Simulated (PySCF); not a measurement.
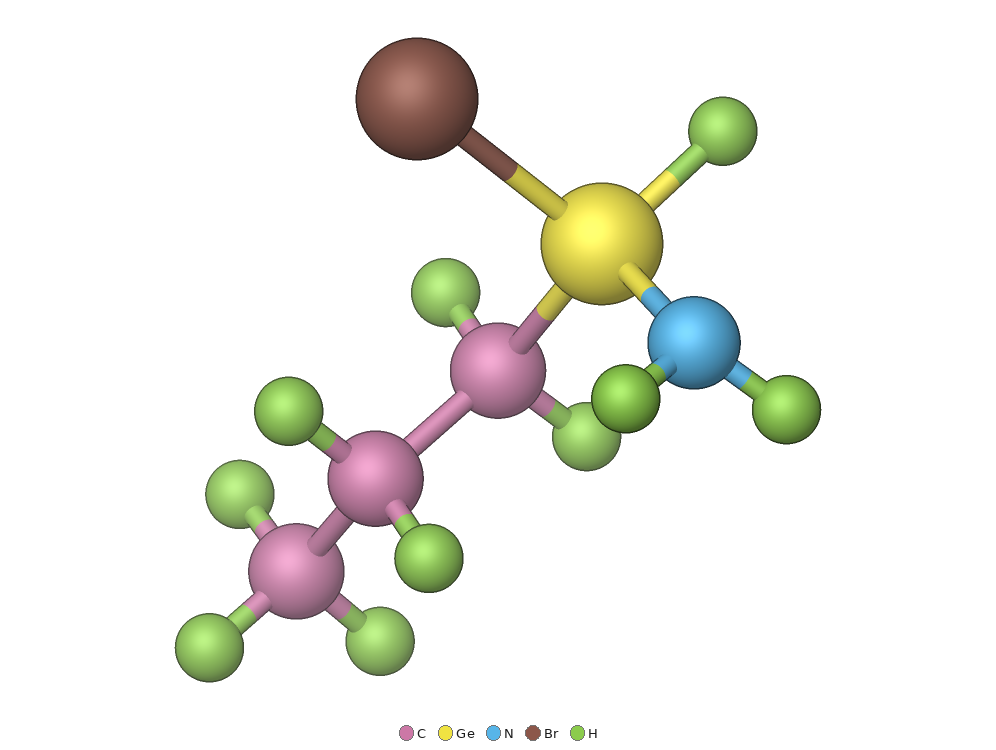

Computed geometry: GFN2-xTB optimisation. No frequency run is at hand to confirm it as a minimum.

Description:

It has 16 atoms: 3 carbon, 10 hydrogen, 1 bromine, 1 germanium and 1 nitrogen (C₃H₁₀BrGeN). Its SMILES string is `CC[CH2][Ge@H]([NH2])[Br]`. This geometry has C1 symmetry. Coordination, clear cases only: 3 C tetrahedral; 1 Ge tetrahedral.

More results for the same structure follow; atom numbers are the same in all pictures, views and colours differ.

Shape

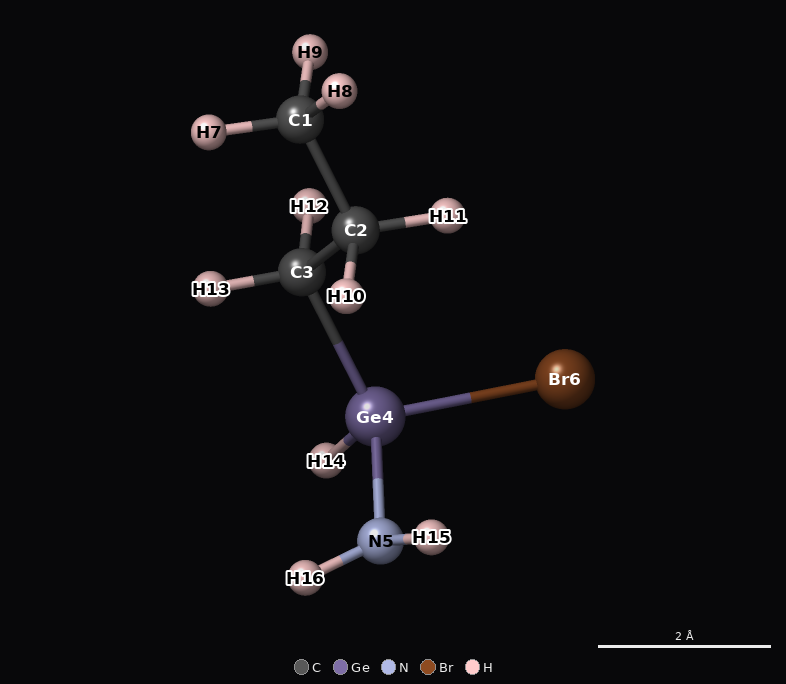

No frequency run is at hand to confirm it as a minimum.

Which atoms are bonded, and how long are the bonds?

| bond | length (Å) |
| --- | --- |
| C1–C2 | 1.524 |
| C1–H7 | 1.089 |
| C1–H8 | 1.088 |
| C1–H9 | 1.088 |
| C2–C3 | 1.523 |
| C2–H10 | 1.095 |
| C2–H11 | 1.094 |
| C3–Ge4 | 2.008 |
| C3–H12 | 1.091 |
| C3–H13 | 1.091 |
| Ge4–N5 | 1.816 |
| Ge4–Br6 | 2.284 |
| Ge4–H14 | 1.522 |
| N5–H15 | 1.011 |
| N5–H16 | 1.008 |

Electronic properties

No frequency run is at hand to confirm it as a minimum. Level of theory: B3LYP/pcJ-1 (pcSseg-1 on Br) (pcSseg-1 on Ge), gas phase (PySCF 2.14.0).

Estimate the HOMO energy (Kohn–Sham orbital).

−6.98 eV.

Estimate the dipole moment.

3.10 D.

What is the LUMO energy (Kohn–Sham orbital)?

0.22 eV.

Quadrupole coupling

No frequency run is at hand to confirm it as a minimum. Electric field gradients from the ground-state density, B3LYP/pcJ-1 (pcSseg-1 on Br) (pcSseg-1 on Ge) (PySCF 2.14.0), non-relativistic apart from any core potentials.

Give the largest field-gradient component, the quadrupole coupling constant and the asymmetry for 73Ge at Ge4 (Q = −196 mb), 14N at N5 (Q = 20.44 mb), 79Br at Br6 (Q = 313 mb), 2H at H7 (Q = 2.86 mb), 2H at H8 (Q = 2.86 mb).

| atom | V_zz (a.u.) | e²qQ/h (MHz) | η |
| --- | --- | --- | --- |
| Ge4 | 1.723 | −79.3 | 0.46 |
| N5 | −1.002 | −4.81 | 0.14 |
| Br6 | 4.825 | 354.8 | 0.05 |
| H7 | 0.302 | 0.203 | 0.03 |
| H8 | 0.305 | 0.205 | 0.02 |

Spin–spin coupling

No frequency run is at hand to confirm it as a minimum. Level of theory: B3LYP/pcJ-1 (pcSseg-1 on Br) (pcSseg-1 on Ge) indirect spin-spin coupling, non-relativistic, gas phase (PySCF 2.14.0). Isotopes: 13C, 1H, 15N.

Give the spin–spin coupling constants of these pairs, with the number of bonds between them: N5/H16, N5/H15, C3/N5, N5/H14, N5/H12.

```tsv
pair	bonds apart	J (Hz)
N5, H16	1	−73.5
N5, H15	1	−75.8
C3, N5	2	0.8
N5, H14	2	−14.5
N5, H12	3	−0.9
```

The geometry is semi-empirical. Around Br, Ge such bond lengths and angles can be off by a tenth of an ångström or more and by several degrees, and values that hang on the shape move with them.
